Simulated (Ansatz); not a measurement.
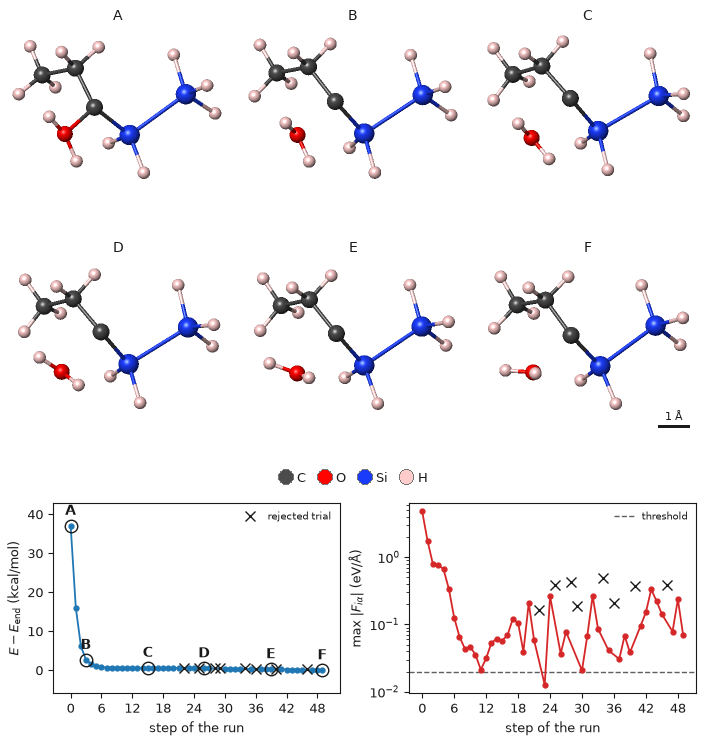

Frames of a relaxation of C3H12OSi2, marked on the history of the run. The picture is a ball-and-stick view, seen at a tilt.

The run prepares an end point of a later path (hydrogen shift) calculation, from a guessed geometry.

These are results of RKS CAM-B3LYP-D4/6-31G in Ansatz 0.2.0, not measurements.

Input
```yaml
crystal:
  periodic: [false, false, false]
  atoms:
    - { symbol: C, position_ang: [-1.6378, -1.5029, -0.2934] }
    - { symbol: C, position_ang: [-0.5728, -1.0656, 0.6551] }
    - { symbol: C, position_ang: [0.7304, -0.6913, -0.0428] }
    - { symbol: O, position_ang: [1.261, -1.8004, -0.8341] }
    - { symbol: Si, position_ang: [0.7975, 0.9722, -0.9643] }
    - { symbol: Si, position_ang: [0.5608, 2.6845, 0.6087] }
    - { symbol: H, position_ang: [-1.3657, -2.3013, -0.9308] }
    - { symbol: H, position_ang: [-2.5359, -1.7407, 0.2541] }
    - { symbol: H, position_ang: [-1.97, -0.6094, -0.9124] }
    - { symbol: H, position_ang: [-0.9159, -0.2475, 1.3247] }
    - { symbol: H, position_ang: [-0.3997, -1.9256, 1.3314] }
    - { symbol: H, position_ang: [1.82707, -1.36813, -1.52171] }
    - { symbol: H, position_ang: [1.1775, -2.5685, -0.2712] }
    - { symbol: H, position_ang: [2.0704, 1.1612, -1.6382] }
    - { symbol: H, position_ang: [-0.3028, 1.0332, -1.9502] }
    - { symbol: H, position_ang: [-0.73, 2.5601, 1.3425] }
    - { symbol: H, position_ang: [1.6612, 2.6163, 1.6202] }
    - { symbol: H, position_ang: [0.5936, 4.0251, -0.0224] }
basis:
  gaussian: { orbitals: "6-31G" }
hamiltonian:
  xc: cam_b3lyp
  dispersion: d4
relax:
  f_tol: 0.02
  max_steps: 50
```

Launched with:
```bash
ansatz run input.yaml --threads 2 --pin off --max-ram 3072MiB --backend cpu --events-out ev --progress --plain --runs-dir out
```

> What happens along the run?

The relaxation stopped without meeting its thresholds, so the last structure isn't shown to be converged. It used up its limit of 50 steps. Over 41 accepted moves (49 points after the start) the energy falls by 37.0 kcal/mol. The largest force component goes from 4.8 to 0.069 eV/Å. The line search rejected the trial steps at points 22, 25, 28, 29, 34, 36, 40, 46 of the run. The forces were under the threshold at step 23, but the run went on from there. The largest moves after the best rigid fit, 1.27 Å, are those of H12 and H13. Largest moves by element: H 1.27 Å, C 0.28 Å, O 0.22 Å, Si 0.17 Å. Among the contacts that change: C3–O4 1.462 → 1.820 Å, C1–C2 1.492 → 1.539 Å, Si5–H14 1.453 → 1.500 Å, C1–H9 1.137 → 1.094 Å. Among the angles between lasting bonds that change: H12–O4–H13 144.1° → 114.5°, C3–Si5–H15 109.4° → 120.9°, C3–C2–H10 111.0° → 103.1°. Groups turn about C2–C3 by about 25°. From step 0 to 3: H15 moves most (0.29 Å), energy −34.4 kcal/mol. From step 3 to 15: H12 moves most (0.28 Å), energy −2.02 kcal/mol. From step 15 to 26: H13 moves most (0.44 Å), energy −0.13 kcal/mol. From step 26 to 39: H13 moves most (0.44 Å), energy −0.22 kcal/mol. From step 39 to 49: H13 moves most (0.44 Å), energy −0.28 kcal/mol.
